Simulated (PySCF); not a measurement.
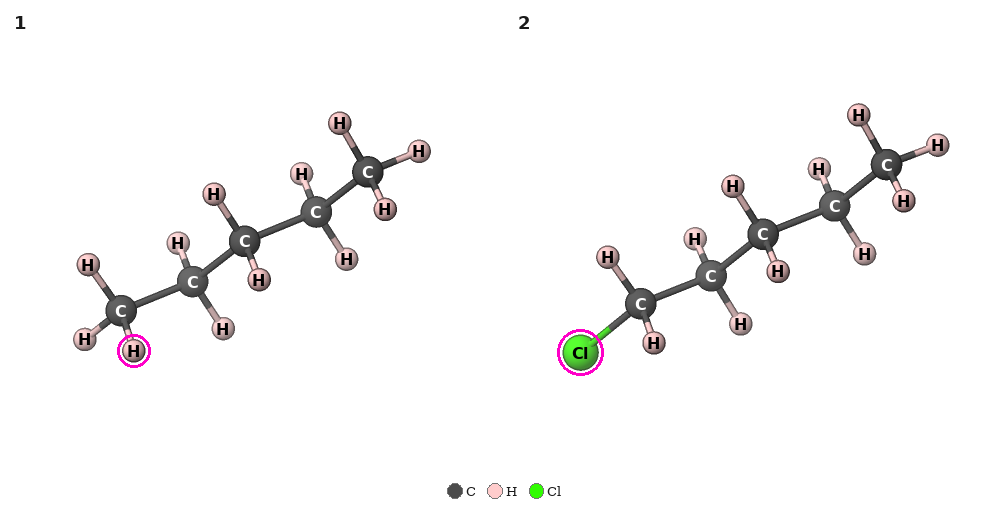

2 molecules with one skeleton, seen from the same side and at one scale; the atom that differs is circled. Charge 0, singlet. Computed geometries: PBE0-D3(BJ)/def2-SVP optimisations, one conformation each. Properties computed with PySCF 2.14.0.

One atom differs, called X below: H in panel 1, Cl in panel 2. Their formulas are C5H12 (`CCCCC`), C5H11Cl (`CCCCCCl`).

In which is the HOMO–LUMO gap larger (CAM-B3LYP/def2-SVPD)?

In panel 1 (X = H).

In which is the dipole moment larger (CAM-B3LYP/def2-SVPD)?

In panel 2 (X = Cl).

Give the values. With PBE0-D3(BJ)/def2-SVP: length of X–C (Å), mean angle H–C–X (°). With CAM-B3LYP/def2-SVPD: dipole moment (D), HOMO energy (Kohn–Sham orbital) (eV), HOMO–LUMO gap (eV), mean static polarisability (bohr³), lowest vertical singlet excitation (eV).

```json
{"quantity": "length of X–C (Å)", "1 (H)": "1.102", "2 (Cl)": "1.790", "2 − 1": "+0.688"}
{"quantity": "mean angle H–C–X (°)", "1 (H)": "107.4", "2 (Cl)": "106.8", "2 − 1": "−0.6"}
{"quantity": "dipole moment (D)", "1 (H)": "0.09", "2 (Cl)": "2.35", "2 − 1": "+2.26"}
{"quantity": "HOMO energy (Kohn–Sham orbital) (eV)", "1 (H)": "−10.33", "2 (Cl)": "−9.75", "2 − 1": "+0.58"}
{"quantity": "HOMO–LUMO gap (eV)", "1 (H)": "11.82", "2 (Cl)": "10.99", "2 − 1": "−0.83"}
{"quantity": "mean static polarisability (bohr³)", "1 (H)": "64.5", "2 (Cl)": "78.1", "2 − 1": "+13.6"}
{"quantity": "lowest vertical singlet excitation (eV)", "1 (H)": "8.73", "2 (Cl)": "7.39", "2 − 1": "−1.34"}
```
